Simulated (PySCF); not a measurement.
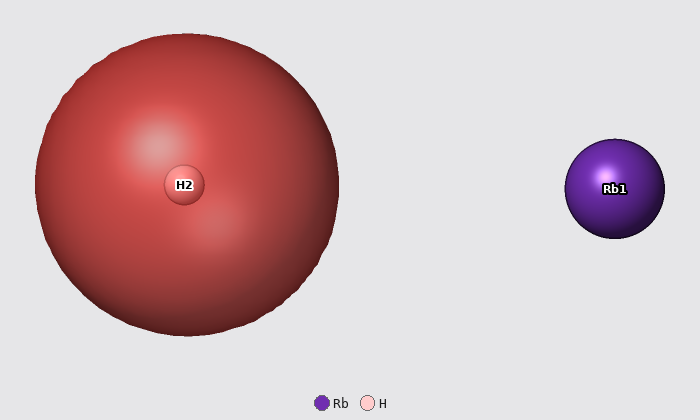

The picture shows: RbH (charge +1, doublet). Isosurfaces of the spin density (α minus β) at +0.02 (red) and −0.02 e/Å³ (blue), seen from one side.

Theory: PBE0/x2c-SVPall, spin-free X2C-1e, Gaussian nucleus, at a bond length of 3.534 Å (PySCF 2.14.0).

```csv
atom,x (Å),y (Å),z (Å)
Rb,0.0000,0.0000,-0.0415
H,0.0000,0.0000,3.4925
```

Describe the spin distribution.

Answer. The unpaired spin (1 electron) lies mostly on H2 (about 0.9), in electrons by Hirshfeld's partition. Only one sign reaches the isovalue.
